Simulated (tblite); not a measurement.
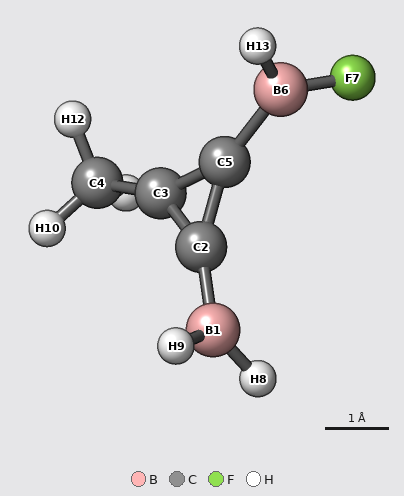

**Figure 1.** The structure (ball-and-stick view, seen at a tilt; atoms are numbered from 1 in the order of the input). Bond lengths as drawn: B–C 1.49 to 1.55 Å, B–F 1.29 Å, B–H 1.16 to 1.17 Å, C–C 1.37 to 1.44 Å and C–H 1.09 to 1.10 Å.

**Run report: C4H6B2F (charge +1), relaxed scan**

System: C4H6B2F, charge +1, SMILES B[c+]1c(C)c1BF.
Method: GFN2-xTB relaxed scan under a harmonic restraint, gas phase (tblite 0.8.0).

Input file
```
{"job": {"xc": "GFN2-xTB", "basis": "xTB", "coordinate": [["t", [7, 0, 1, 2], 0.25], ["t", [7, 0, 1, 4], 0.25], ["t", [8, 0, 1, 2], 0.25], ["t", [8, 0, 1, 4], 0.25]], "kind": "drive"}, "charge": 1, "multiplicity": 1}
B      2.374298    -0.094173     0.071656
C      0.892463     0.021989     0.031244
C     -0.391558    -0.535479    -0.058674
C     -1.198731    -1.715701    -0.193690
C     -0.270381     0.826952     0.057906
B     -0.861133     2.248815     0.223300
F     -1.041232     2.972262    -0.830961
H      2.975655    -0.084510    -0.925515
H      2.910989    -0.223435     1.096964
H     -0.679439    -2.600022     0.174534
H     -1.406988    -1.873418    -1.257094
H     -2.159426    -1.592513     0.307184
H     -1.148904     2.649720     1.285419
```

The first line tells a small driver script what to run in tblite; the rest is the geometry in Å.

Launch command:
```bash
OMP_NUM_THREADS=1 python <driver script> task.json out
```

Output
```
point  coordinate     E/eV
  0     13.700     -498.94403
  1     28.300     -498.86613
  2     43.300     -498.76270
  3     59.100     -498.75004
  4     74.100     -498.76284
  5     93.300     -497.51447
  6    104.100     -498.76638
  7    119.200     -498.73715
  8    134.800     -498.77443
  9    150.000     -498.86843
 10    164.700     -498.94194
 11    179.200     -498.96812
```

Summary

```csv
quantity,value
outcome,converged
hardware,"1 CPU thread, shared host"
wall time,5.4 s
peak memory,0.19 GiB
```
